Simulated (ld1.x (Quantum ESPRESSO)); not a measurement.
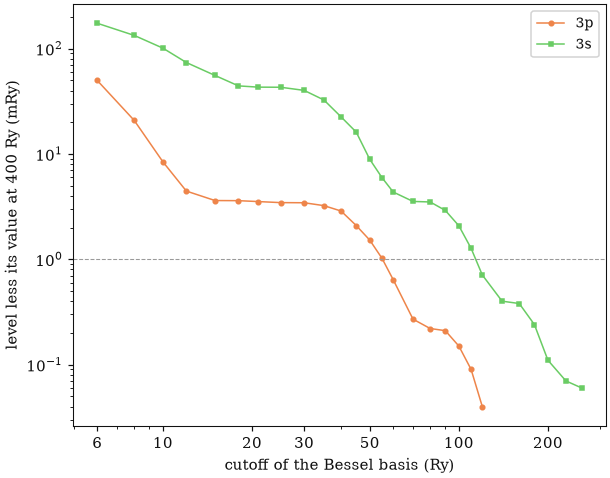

The pseudo-atom Hamiltonian at the reference potential is diagonalised in spherical Bessel functions (20 bohr box) up to the cutoff. Curves: distance of each valence level from its value at 400 Ry.

```yaml
element: sulfur (S)
generator: ld1.x (Quantum ESPRESSO) 7.5
type: norm-conserving Troullier–Martins (semilocal form)
functional: PBE
relativity: scalar-relativistic
frozen_core: [Ne]
valence_charge: 6
reference_configuration: 3s2 3p4
partial_waves: 3p (bound): rc 1.30 bohr; 3s (bound): rc 1.10 bohr
local_potential: the s channel
core_correction: a·sin(br)/r model core inside 0.90 bohr
```

**From which cutoff is the occupation-weighted sum of levels good to 10 mRy, and to 1 mRy?**

70 Ry and 140 Ry, on the ladder of cutoffs that was run.

**At which cutoff does each level come within 1 mRy for good?**

3p: 60 Ry; 3s: 120 Ry.

**Which occupied shell is the hardest?**

3s: its level needs 120 Ry to come within 1 mRy, against 60 Ry for 3p.
